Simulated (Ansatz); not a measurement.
# singlet CH3Cl2Si+ at 6 levels

Wanted: a comparison of 6 runs (B2PLYP/6-31G*, BHLYP/6-31G*, BLYP/6-31G*, PBE0/6-31G*, B3LYP/6-31G*, RPA@PBE/6-31G*) of singlet CH3Cl2Si+. 

The results are computed with Ansatz 0.2.0.

58 further runs of the same task are left out: 2 that didn't finish, 56 set aside as unsound or not needed. Runs told in other sessions of the task aren't counted.

## (1) The molecule

CH3Cl2Si+: 7 atoms, total charge +1, spin state singlet. SMILES of the parent species: `[CH2][SiH](Cl)Cl`. Geometry: relaxed at PBE0-D4/def2-TZVP. This is one conformer, not always the lowest. That shape belongs to the parent species and isn't relaxed for this state.

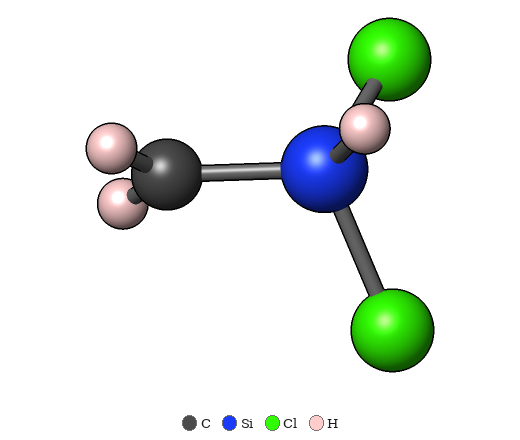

The structure, seen from a chosen angle (carbon dark grey, silicon blue, chlorine green, hydrogen pink).

## (2) The energy at B2PLYP/6-31G(d) (spherical functions) (run 1)

Contents of molecule.yaml:

```yaml
crystal:
  periodic: [false, false, false]
  atoms:
    - symbol: C
      position_ang: [-0.692700, 0.892600, 0.197500]
    - symbol: Si
      position_ang: [0.466300, -0.499500, -0.003900]
    - symbol: Cl
      position_ang: [1.593800, -0.235400, -1.694300]
    - symbol: Cl
      position_ang: [-0.574000, -2.252500, -0.209200]
    - symbol: H
      position_ang: [-1.447700, 1.127200, -0.545500]
    - symbol: H
      position_ang: [-0.668800, 1.540600, 1.067500]
    - symbol: H
      position_ang: [1.384500, -0.641000, 1.142000]
basis:
  gaussian:
    orbitals: 6-31G_st_-spherical.json
total_charge: 1
hamiltonian:
  xc: {name: B2PLYP}
correlation:
  frozen_orbitals: {C: 1, Cl: 5, H: 0, Si: 5}
accuracy: high
output: {orbitals: {seedname: orbitals}}
```

The basis set 6-31G* is read from a file made from the Basis Set Exchange's data (not shown).

Launch:

```bash
ansatz run molecule.yaml --threads 1 --pin off --max-ram 3480MiB --events-out events.jsonl --progress --plain --runs-dir runs
```

The program printed:

```text
Warning: RAYON_NUM_THREADS=1 ignored (pool sized by the plan → 1); use --threads N
Functional definition: B2PLYP
  name "B2PLYP"
  parameter a = 0.53
  parameter c = 0.27
  exchange = (1 - a)*b88_x + a*exact_x
  correlation = (1 - c)*lyp_c + c*(mp2_os + mp2_ss)
1598 factors; integrals over basis functions are off by at most 3.7e-9 eV
mean field evaluation 1: about -33979.9207 eV, gradient 2.3e1 eV
mean field evaluation 2: about -33979.9775 eV, gradient 2.3e1 eV
mean field evaluation 4: about -33981.5903 eV, gradient 4.2e0 eV
mean field evaluation 8: about -33981.6479 eV, gradient 6.5e-2 eV
mean field evaluation 16: about -33981.6479 eV, gradient 7.9e-5 eV
mean field -33981.64794628 eV, -1248.8025284377 hartree, gradient 8.5e-8 eV, S^2 0.000000; 0 other end points of the search recorded, 0 dependent functions left out
16 core orbitals not correlated: weight in the atoms' cores, before any rotation towards them, 1.000 or more for the frozen orbitals, at most 0.000 for the correlated occupied ones
reference -33981.64797088 eV, -1248.8025293417 hartree; 12, 12 occupied and 46, 46 virtual orbitals, 1598 factors
second order -14.52497770 eV of doubles, -0.00000000 eV of singles
Total energy: -33985.56971486 eV, -1248.9466507747 hartree
```

Wall time 9 s (1 thread of Arm Neoverse V2, shared host); peak memory 0.24 GiB.

## (3) The energy at BHLYP/6-31G(d) (spherical functions) (run 2)

Contents of input.yaml:

```yaml
crystal:
  periodic: [false, false, false]
  atoms:
    - {symbol: C, position_ang: [-0.692700, 0.892600, 0.197500]}
    - {symbol: Si, position_ang: [0.466300, -0.499500, -0.003900]}
    - {symbol: Cl, position_ang: [1.593800, -0.235400, -1.694300]}
    - {symbol: Cl, position_ang: [-0.574000, -2.252500, -0.209200]}
    - {symbol: H, position_ang: [-1.447700, 1.127200, -0.545500]}
    - {symbol: H, position_ang: [-0.668800, 1.540600, 1.067500]}
    - {symbol: H, position_ang: [1.384500, -0.641000, 1.142000]}
basis:
  gaussian:
    orbitals: 6-31G_st_-spherical.json
total_charge: 1
hamiltonian:
  xc: {name: BHLYP}
accuracy: high
output: {orbitals: {seedname: orbitals}}
```

The basis set 6-31G* is read from a file made from the Basis Set Exchange's data (not shown).

Launch:

```bash
ansatz run input.yaml --threads 1 --pin off --max-ram 3480MiB --events-out events.jsonl --progress --plain --runs-dir runs
```

The program printed:

```text
Warning: RAYON_NUM_THREADS=1 ignored (pool sized by the plan → 1); use --threads N
Functional definition: BHLYP
  name "BHLYP"
  parameter a = 0.5
[... 1 set-up line as earlier in the session ...]
  correlation = lyp_c
1598 factors; integrals over basis functions are off by at most 3.7e-9 eV
mean field evaluation 1: about -33995.8772 eV, gradient 2.3e1 eV
mean field evaluation 2: about -33996.1088 eV, gradient 2.2e1 eV
mean field evaluation 4: about -33997.5900 eV, gradient 5.5e-1 eV
mean field evaluation 8: about -33997.9925 eV, gradient 2.1e-1 eV
mean field evaluation 16: about -33997.9928 eV, gradient 4.3e-4 eV
mean field -33997.99277995 eV, -1249.4031899960 hartree, gradient 5.2e-8 eV, S^2 0.000000; 0 other end points of the search recorded, 0 dependent functions left out
reference -33997.99280619 eV, -1249.4031909602 hartree; 28, 28 occupied and 46, 46 virtual orbitals, 1598 factors
Total energy: -33997.99280619 eV, -1249.4031909602 hartree
```

Wall time 9 s (1 thread of Arm Neoverse V2, shared host); peak memory 0.24 GiB.

Runs 3 to 4 aren't shown in full; the table further down has their settings and results.

## (4) The energy at B3LYP/6-31G(d) (Cartesian functions) (run 5)

Changes to input.yaml since step 3:

```diff
@@ -11,7 +11,5 @@
 basis:
-  gaussian:
-    orbitals: 6-31G_st_-spherical.json
+  gaussian: {orbitals: "6-31G*"}
 total_charge: 1
-hamiltonian:
-  xc: {name: BHLYP}
+hamiltonian: {xc: {name: B3LYP}}
 accuracy: high
```

Launch:

```bash
ansatz run input.yaml --threads 1 --pin off --max-ram 3480MiB --events-out events.jsonl --progress --plain --runs-dir runs
```

The program printed:

```text
Warning: RAYON_NUM_THREADS=1 ignored (pool sized by the plan → 1); use --threads N
Functional definition: B3LYP
  name "B3LYP"
  parameter a0 = 0.2
  parameter ax = 0.72
  parameter ac = 0.81
  exchange = (1 - a0 - ax)*slater_x + ax*b88_x + a0*exact_x
  correlation = (1 - ac)*vwn_rpa_c + ac*lyp_c
1643 factors; integrals over basis functions are off by at most 6.3e-9 eV
mean field evaluation 1: about -33997.7047 eV, gradient 2.9e1 eV
mean field evaluation 2: about -33995.8936 eV, gradient 3.6e1 eV
mean field evaluation 4: about -34000.0398 eV, gradient 6.7e-1 eV
mean field evaluation 8: about -34000.1431 eV, gradient 1.5e-1 eV
mean field evaluation 16: about -34000.1432 eV, gradient 1.8e-4 eV
mean field -34000.14319887 eV, -1249.4822164337 hartree, gradient 7.4e-8 eV, S^2 0.000000; 0 other end points of the search recorded, 0 dependent functions left out
reference -34000.14323716 eV, -1249.4822178408 hartree; 28, 28 occupied and 50, 50 virtual orbitals, 1643 factors
Total energy: -34000.14323716 eV, -1249.4822178408 hartree
```

It took 7.8 s on 1 thread of Arm Neoverse V2, shared host; peak memory 0.25 GiB.

## (5) A single-point energy at RPA@PBE/6-31G(d) (spherical functions) (run 6)

Changes to input.yaml since step 4:

```diff
@@ -11,6 +11,10 @@
 basis:
-  gaussian: {orbitals: "6-31G*"}
+  gaussian:
+    orbitals: 6-31G_st_-spherical.json
 total_charge: 1
-hamiltonian: {xc: {name: B3LYP}}
+hamiltonian:
+  xc: pbe
+correlation:
+  method: rpa
+  frozen_orbitals: {C: 1, Cl: 5, H: 0, Si: 5}
 accuracy: high
-output: {orbitals: {seedname: orbitals}}
```

The basis set 6-31G* is read from a file made from the Basis Set Exchange's data (not shown).

Launch:

```bash
ansatz run input.yaml --threads 1 --pin off --max-ram 3480MiB --events-out events.jsonl --progress --plain --runs-dir runs
```

The program printed, cut to the lines that bear on the results:

```text
Warning: RAYON_NUM_THREADS=1 ignored (pool sized by the plan → 1); use --threads N
Functional definition: PBE
  name "PBE"
[...]
1598 factors; integrals over basis functions are off by at most 3.7e-9 eV
[...]
mean field -33982.80328212 eV, -1248.8449862467 hartree, gradient 6.0e-8 eV, S^2 0.000000; 3 other end points of the search recorded, 0 dependent functions left out
16 core orbitals not correlated: weight in the atoms' cores, before any rotation towards them, 1.000 or more for the frozen orbitals, at most 0.000 for the correlated occupied ones
reference -33936.34611502 eV, -1247.1377168455 hartree; 12, 12 occupied and 46, 46 virtual orbitals, 1598 factors
Total energy: -33957.63322768 eV, -1247.9200038067 hartree
```

Run time: 10 s. Hardware: 1 thread of Arm Neoverse V2, shared host; peak memory 0.25 GiB.

## (6) The series

```
run                                 level  frozen core orbitals  Cartesian functions   energy (Eh)  HOMO energy (eV)  LUMO energy (eV)  HOMO–LUMO gap (eV)  wall time
  1   B2PLYP/6-31G* (spherical functions)                    16                   no  -1248.946651            -15.43            -10.56                4.86        9 s
  2    BHLYP/6-31G* (spherical functions)                     –                   no  -1249.403191            -15.51            -10.92                4.59        9 s
  3     BLYP/6-31G* (spherical functions)                     –                   no  -1249.398707            -13.07            -12.29                0.78      6.6 s
  4     PBE0/6-31G* (spherical functions)                     –                   no  -1248.948651            -14.51            -11.95                2.56      7.8 s
  5    B3LYP/6-31G* (Cartesian functions)                     –                  yes  -1249.482218            -14.24            -12.02                2.22      7.8 s
  6  RPA@PBE/6-31G* (spherical functions)                    16                   no  -1247.920004                 –                 –                   –       10 s
```

## (7) What came out

```
                               quantity           value
                    run 6: total energy  -1247.92000 Eh
run 6: RPA correlation energy (valence)      -782.3 mEh
```

Over runs 1, 2, 3, 4, 5 the HOMO–LUMO gap runs from 0.78 eV (BLYP/6-31G*) to 4.86 eV (B2PLYP/6-31G*). A double hybrid's value is that of its SCF part. Totals of different functionals can't be ranked against each other. All runs together took 51 s, the longest 10 s.
